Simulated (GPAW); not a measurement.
# A GW chain in GPAW: KF (Carobbiite), part 2 of 2

Wanted: ground state, empty states, screening and self-energy for KF (Carobbiite).

GPAW 26.7.0; PBE and many-body steps on it, plane waves. Known limits of the many-body steps: not at the basis limit.

So far. Step 3 (Bands along the symmetry lines): The gap is 6.182 eV, as in the run before at this level. Step 4 (Empty states on the mesh, 6×6×6 mesh, 96 bands): On this mesh the gap is 6.182 eV.

### 5. Screening and self-energy, 6×6×6 mesh, 86 bands, screening to 100 eV

G0W0 replaces the xc potential by the self-energy, built once from these orbitals. Only a window of levels is corrected, while the sums run over the empty bands that the input names.

This step: G0W0 on PBE, plane waves, PAW.

Input file run.py:

```python
import json
import numpy as np
from gpaw.mpi import world
from gpaw.response.g0w0 import G0W0

gw = G0W0('full.gpw',
    filename='gw',
    kpts=[0],
    bands=(6, 10),
    ecut=100,
    nbands=86,
    integrate_gamma='WS',
    ppa=True)
gw.calculate()
res = {mode: {k: v for k, v in r.items() if k != 'sigma_eskwn'}
       for mode, r in gw.all_results.items()}

if world.rank == 0:
    with open('result.json', 'w') as f:
        json.dump(res, f, default=lambda x: x.tolist())
```

Command:

```bash
> mpirun -n 4 gpaw python run.py
```

Numbers of over 12 decimals in the logs are rounded to 6 here.

The log of the run:

```text
Using integrator: PointIntegrator
FrequencyGridDescriptor(from 0.000+0.000j to 0.000+27.211j eV, 2 points)
Nonperiodic BCs:  [False False False]
Using integrator: PointIntegrator
FrequencyGridDescriptor(from 0.000+0.000j to 0.000+27.211j eV, 2 points)
Nonperiodic BCs:  [False False False]
  ___  _ _ _
 |   || | | |
 | | || | | |
 |__ ||_____|
 |___|

BZ k-points: Symmetries present (total): 48

  [... matrices ...]
216 k-points: 6 x 6 x 6 Monkhorst-Pack grid + [1/12,1/12,1/12]
16 k-points in the irreducible part of the Brillouin zone
       k-points in crystal coordinates                weights
   0:     0.00000000    0.00000000    0.00000000          1/216
   1:     0.16666667    0.16666667    0.00000000          6/216
   2:     0.16666667    0.16666667    0.16666667          8/216
   3:     0.33333333    0.16666667    0.16666667         12/216
   4:     0.33333333    0.33333333   -0.33333333         12/216
   5:     0.33333333    0.33333333    0.00000000          6/216
   6:     0.33333333    0.33333333    0.16666667         24/216
   7:     0.33333333    0.33333333    0.33333333          8/216
   8:     0.50000000    0.33333333   -0.33333333         24/216
   9:     0.50000000    0.33333333   -0.16666667         12/216
          ...
  15:     0.50000000    0.50000000    0.50000000          4/216

Distributing spins, k-points and bands (1 x 1 x 4) over 4 processes
Number of blocks: 1

Quasi particle states:
k-points (IBZ indices): [0]
Band range: (6, 10)
  [... matrices ...]
Computational parameters:
Plane wave cut-off: 100 eV
Number of bands: 86
Coulomb cutoff: None
Broadening: 0.1 eV

fxc modes: GW
Kernel: RPA
Using Godby-Needs plasmon-pole approximation:
  Fitting energy: i*E0, E0 = 1.000 Hartree
Summing all q:

Calculating screened Coulomb potential
No Coulomb truncation
FrequencyGridDescriptor(from 0.000+0.000j to 0.000+27.211j eV, 2 points)
Removing empty qpoint cache files...

Calculating chi0 body with:
    Ground state adapter containing:
    Number of spins: 1
    Number of kpoints: 216
    Number of irreducible kpoints: 16
    Number of completely occupied states: 8
    Number of partially occupied states: 8
    Occupied states memory: 1.6875 M / cpu

    Linear response parametrization:
    q_c: [1.3877787807814457e-17, 1.3877787807814457e-17, 1.3877787807814457e-17]
    Number of frequency points: 2
    Planewave cutoff: 100.0
    Number of bands: 86
    Number of planewaves: 65
    Broadening (eta): 1e-06
    comm.size: 4
    kncomm.size: 4
    blockcomm.size: 1

    Memory estimate of potentially large arrays:
        chi0_wGG: 0.128937 M / cpu
Integrating chi0 body.

Symmetries of q_c:
    Direct symmetries (Uq -> q): 48
    Indirect symmetries (TUq -> q): 0
In total 48 allowed symmetries.

  [... matrices ...]
16 groups of equivalent kpoints. 92.592593% reduction.

Integral kind: response function
Integrating chi0 head and wings.

Symmetries of q_c:
    Direct symmetries (Uq -> q): 48
    Indirect symmetries (TUq -> q): 0
In total 48 allowed symmetries.

  [... matrices ...]
16 groups of equivalent kpoints. 92.592593% reduction.

Integral kind: response function wings

Calculating chi0 body with:
    Ground state adapter containing:
    Number of spins: 1
    Number of kpoints: 216
    Number of irreducible kpoints: 16
    Number of completely occupied states: 8
    Number of partially occupied states: 8
[... the further q-points ...]

Results:
f:      Occupation numbers
eps:     KS-eigenvalues [eV]
vxc:     KS vxc [eV]
exx:     Exact exchange [eV]
sigma:   Self-energies [eV]
dsigma:  Self-energy derivatives
Z:       Renormalization factors
qp:      QP-energies [eV]

k-point 0 (0): (0.000, 0.000, 0.000)                GW
band       f     eps     vxc     exx   sigma  dsigma       Z      qp
                                                                   GW
   6   1.000  -0.351 -23.011 -30.632   4.782  -0.233   0.811  -2.654
   7   1.000  -0.351 -23.011 -30.632   4.782  -0.233   0.811  -2.654
   8   0.000   5.830  -8.812  -4.829  -2.816  -0.110   0.901   6.881
   9   0.000  10.304 -11.318  -5.387  -2.991  -0.117   0.895  12.936
```

Run time: 62 s. Hardware: 4 MPI ranks of Arm Neoverse V2, shared host; peak memory 1 GiB.

This step gave:

- G0W0 gap on the points computed: 9.535 eV
- least direct G0W0 gap on the computed points: 9.535 eV
- Z at the valence top: 0.8110
- Z at the conduction bottom: 0.9011
- starting gap on the mesh: 6.182 eV
- k of the valence top: 0, 0, 0
- k of the conduction bottom: 0, 0, 0

The gap on the mesh goes from 6.18 eV to 9.54 eV, a correction of +3.35 eV.

Limits: finite bands, cutoff and mesh. v1 is the top filled band, c1 the lowest empty one. Levels before and after the correction, in eV, zero at the valence-band top of each column:

```tsv
	conduction bottom	valence top
Kohn-Sham	6.18	0.00
G0W0	9.54	0.00
```

```tsv
	level	energy (eV)
Kohn-Sham	Γ v2-v1	0.000
Kohn-Sham	Γ c1	6.182
Kohn-Sham	Γ c2	10.655
G0W0	Γ v2-v1	0.000
G0W0	Γ c1	9.535
G0W0	Γ c2	15.590
```

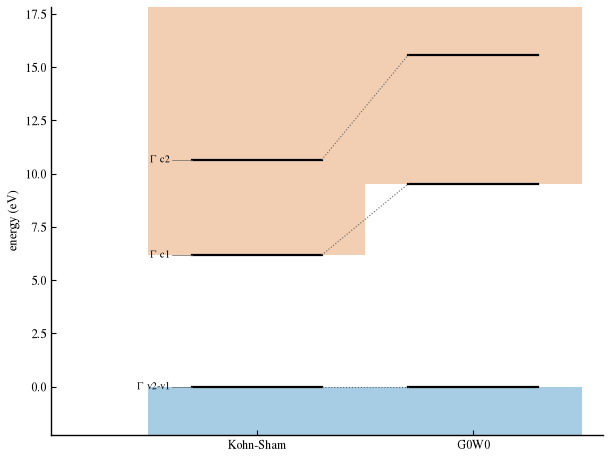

Levels before and after the correction. Shaded: valence and conduction bands.

### 6. Where the time went

Times are wall times on 4 MPI ranks of Arm Neoverse V2, shared host, good to a factor of about two.

```tsv
step	time	share	memory (GiB)
ground state	6 s	7 %	0.64
bands along the symmetry lines	6.2 s	7 %	0.67
empty states on the mesh	13 s	14 %	1.2
screening and self-energy	62 s	72 %	1.0
```

### 7. Summary of results

| Quantity | Value |
| --- | --- |
| PBE gap | 6.18 eV, direct |
| G0W0 gap on the mesh | 9.54 eV |
| GW settings | 6×6×6 mesh, 86 bands, screening to 100 eV, Godby-Needs plasmon pole |
| known limits | not at the basis limit |

G0W0 moves the gap on the mesh from 6.18 eV to 9.54 eV (+3.35 eV), with Z of 0.81 and 0.90 at the edges. Only 1 of the mesh's irreducible points was corrected, so a valley elsewhere could overtake. The dearest step here is «screening and self-energy». Bands and cutoff are finite, so the gap is not at the basis limit. The miss can reach some tenths of an eV and take either sign; the mesh is an error of its own. These stock PAW sets were not made for GW. In the G0W0 run levels were corrected at 1 k point alone, so a gap called «on the mesh» is the least over those, and an edge elsewhere would be missed.

[Paths, hosts, dates, memory and timing lines, banners, echoed tables and standing remarks are left out of the program output.]

[Logs are printed without paths, hosts, clocks, repeated set-up lines and the standing remarks that a program may print on its own settings, such as how far it seeks lower states.]

[Runs of the session that timed out or met a known fault of the program may be left out.]

[Hosts, paths, dates, database ids (printed as entryN), source tags and the programs' standing remarks are cut or masked in the printed files.]
